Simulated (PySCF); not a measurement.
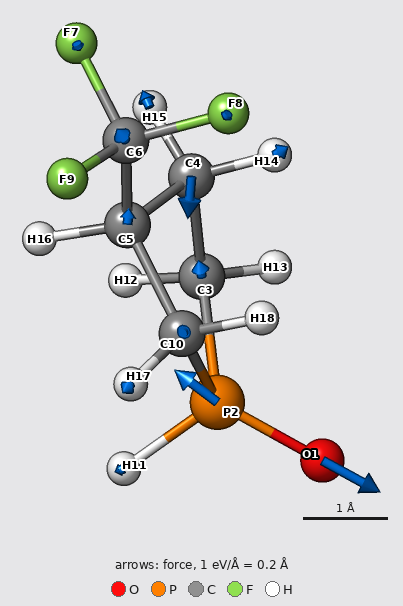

Starting geometry of C₅H₈F₃OP with the computed forces as blue arrows. Style: ball-and-stick. Shown from a free direction.

The start comes from GFN2-xTB. Its atoms were then displaced at random by about 0.01 Å.

The calculation used PBE0-D3(BJ)/def2-SVP geometry optimisation, gas phase (PySCF 2.14.0, density-fitted response routines). 

Question: Is this structure relaxed? If not, where do the atoms go?

Answer: It isn't relaxed: the largest force vector, on O1, is 4.00 eV/Å. The final displacements follow the starting forces only in part (cosine between the two patterns 0.33). After 8 geometry steps the energy has fallen by 0.247 eV. O1 moves most after the best rigid fit: 0.12 Å. Largest moves by element: O 0.12 Å, H 0.09 Å, C 0.04 Å, P 0.04 Å, F 0.03 Å. Among the contacts that change: O1–P2 1.438 → 1.493 Å, C3–C4 1.579 → 1.528 Å, P2–H11 1.404 → 1.430 Å, C10–H17 1.073 → 1.098 Å. Among the angles between lasting bonds that change: H14–C4–H15 111.3° → 107.3°, C4–C5–C6 109.9° → 112.9°, C3–C4–H14 107.0° → 109.9°.
